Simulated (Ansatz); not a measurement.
Level of theory: PBE (plane waves to 420 eV, PAW; Ansatz, a quantum-chemistry and plane-wave program).

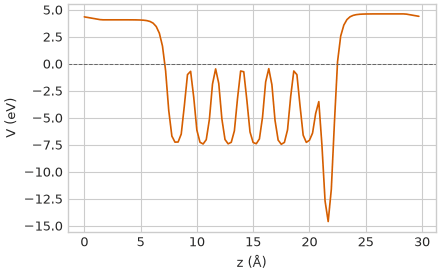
*Planar average of the electrostatic potential across the slab, in eV from the Fermi level, for a constructed model of the (111) surface of fcc Al, a pseudomorphic layer of Co in the other hollow (bottom of the slab: a bare face, its two planes held)*

Model: 7-atom slab, 13.7 Å thick at the start with caps and adatoms (thin: gaps and levels are the slab's own), 15x15x1 mesh, Fermi-Dirac 0.1 eV, dipole correction, 2 atoms held, the rest relaxed; held to the start's symmetry, so lower structures may exist; spin-polarised, ending with about 1.1 μB a cell; orders that need a larger cell were not tried, no spin-orbit, no U. In PBE it lies 0.02 eV a 1x1 cell over the lowest computed structure of the same composition (a pseudomorphic layer of Co in the host's stacking).

The vacuum level lies 4.62 eV above the Fermi level over the top face and 4.07 eV above it under the bottom face.
